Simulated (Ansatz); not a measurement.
Consider ClHSi···NH$_{3}$.

Input file:

```
crystal:
  periodic: [false, false, false]
  atoms:
    - { symbol: Si, position_ang: [0.0, 0.0, 0.0] }
    - { symbol: "N", position_ang: [1.1383, 0.0, 1.6687] }
    - { symbol: H, position_ang: [0.2613, -0.2713, 2.1987] }
    - { symbol: H, position_ang: [2.0153, 0.2713, 2.1987] }
    - { symbol: H, position_ang: [1.6341, 0.0, 0.2923] }
    - { symbol: H, position_ang: [-0.6877, 1.1914, -0.4862] }
    - { symbol: Cl, position_ang: [-1.0032, -1.7381, -0.7093] }
basis:
  gaussian: { orbitals: def2-SVP }
hamiltonian:
  xc: pbe0
  dispersion: d4
relax:
  f_tol: 0.15
  max_steps: 25
  restrain:
    - { distance: [1, 4], at: 1.06, k: 30.0 }
    - { distance: [0, 1], at: 3.02, k: 30.0 }
    - { distance: [0, 4], at: 2.66, k: 30.0 }
output:
  orbitals: {}
```

Run with:

```sh
ansatz run input.yaml --threads 1 --pin off --max-ram 2048MiB --backend cpu --events-out ev --progress --plain --runs-dir out
```

The fields are those of the run's last geometry, not of the input's.

Not at a stationary point (largest force 1.4 eV/Å).

All numbers below come from RKS PBE0-D4/def2-SVP in Ansatz.

Q: What can the converged electron density and electron localisation function tell about the bonding?

A: N–H (1.02 Å): ρ at the midpoint is about 2.8 e/Å³; the ELF climbs to about 1 towards the hydrogen, as it does in any bond to H (an ordinary covalent bond to hydrogen).

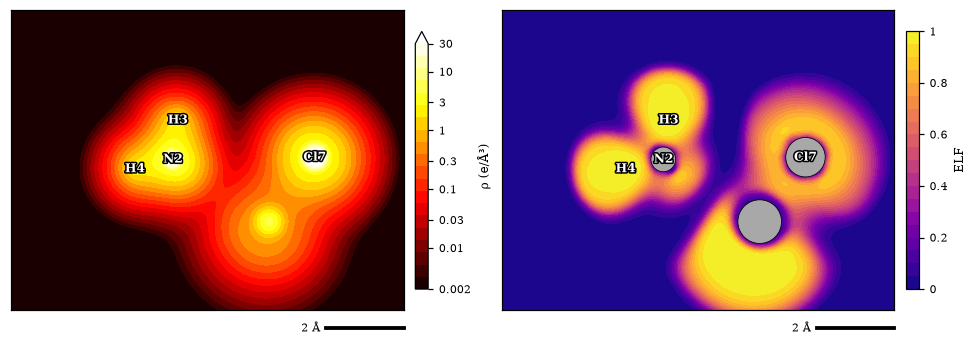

Computed electron density and electron localisation function on the plane of atoms H3, N2 and H4, in this order. Grey discs cover the atomic cores in the ELF map. 
